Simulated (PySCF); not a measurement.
# C4H12NPSi2: what the fields show

```xyz
20

C     1.8223   -1.5925    0.2716
C     1.7957   -0.2677    0.1459
N     1.0254    0.4938   -0.7036
C     0.6470    1.8126   -0.2389
Si   -0.9615    1.6684    0.8305
Si   -1.6468   -0.2034   -0.3868
P    -1.8550   -2.2393    0.5370
C    -0.0296   -0.1367   -1.4624
H     1.1636   -2.2582   -0.2588
H     2.5428   -2.0568    0.9194
H     2.4879    0.3326    0.7246
H     0.4664    2.4418   -1.1158
H     1.4826    2.2520    0.3049
H    -1.7283    2.9138    0.7549
H    -0.5837    1.4570    2.2342
H    -2.8114   -0.0718   -1.2827
H    -2.9512   -1.8896    1.3058
H    -0.9732   -2.0160    1.5772
H    -0.2092    0.4793   -2.3482
H     0.3111   -1.1087   -1.8117
```

Geometry: GFN2-xTB.

The calculation used PBE0/pcSseg-1, SCF density, gas phase, non-relativistic (PySCF 2.14.0).

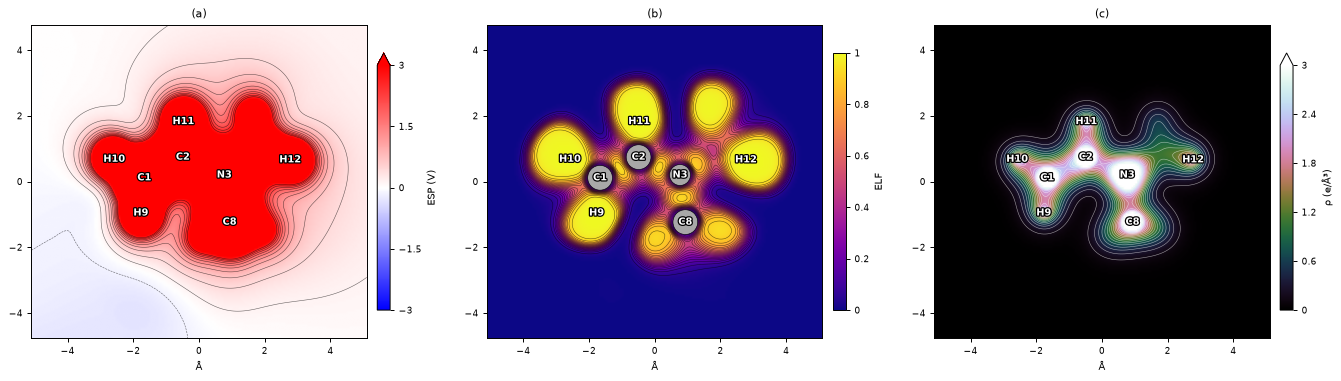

Figure 1. (a) molecular electrostatic potential; (b) electron localisation function; (c) total electron density on the plane of atoms C2, C1 and H10. Grey discs cover the atomic cores in the ELF map.

Q: Interpret the plot.

A: The section cuts through C, N and H sites. C–C (1.33 Å): ρ is about 2.3 e/Å³ halfway; the ELF peaks at about 0.95 between the atoms (a multiple bond). C–N (1.38 Å): the density is about 2.2 e/Å³ at the midpoint; the ELF peaks at about 0.90 between the atoms (a covalent bond). C–H (1.07 Å): ρ is about 2 e/Å³ halfway; the ELF climbs to about 1 towards the hydrogen, as it does in any bond to H: an ordinary covalent bond to hydrogen. C–N (1.44 Å): ρ is about 1.9 e/Å³ halfway; the ELF peaks at about 0.90 between the atoms, as expected for a shared electron pair. Outside the dense part of the molecule the potential is most negative (−0.3 V) near P7, which lies off the plane.

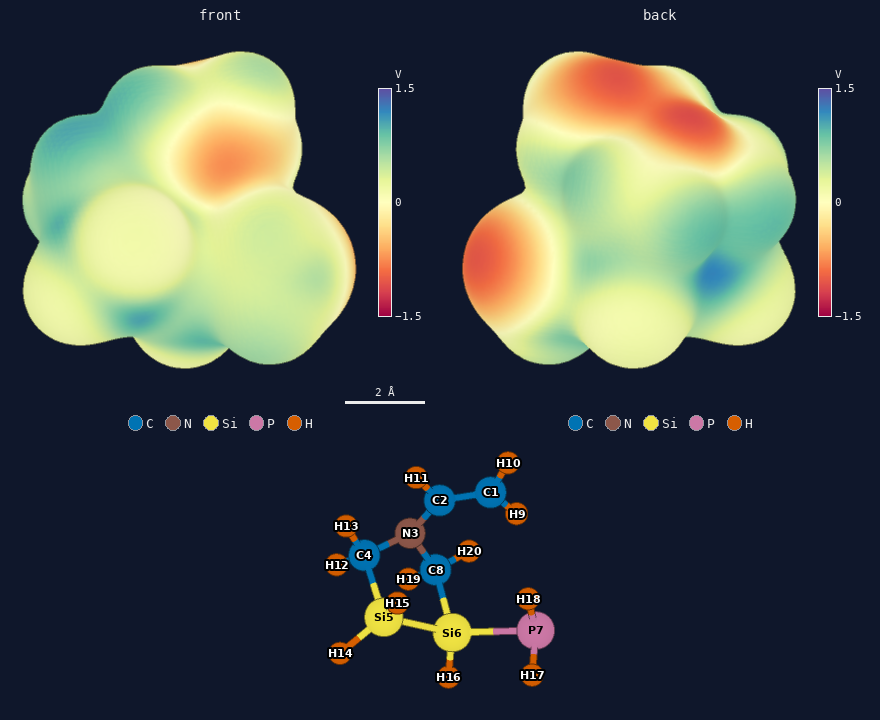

Figure 2. The molecular electrostatic potential painted on the density surface at 0.002 e/bohr³, seen from the front and from behind; the colour scale runs from red (negative) to blue (positive). The bare structure is drawn below in the same view.

Q: Which sites attract a positive test charge, and which a negative one?

A: A positive charge is drawn to the negative regions and a negative charge to the positive ones. The most negative region (about −1.0 V) lies over C1, C2, N3 and P7, the most positive (about +1.1 V) over Si5 and Si6.
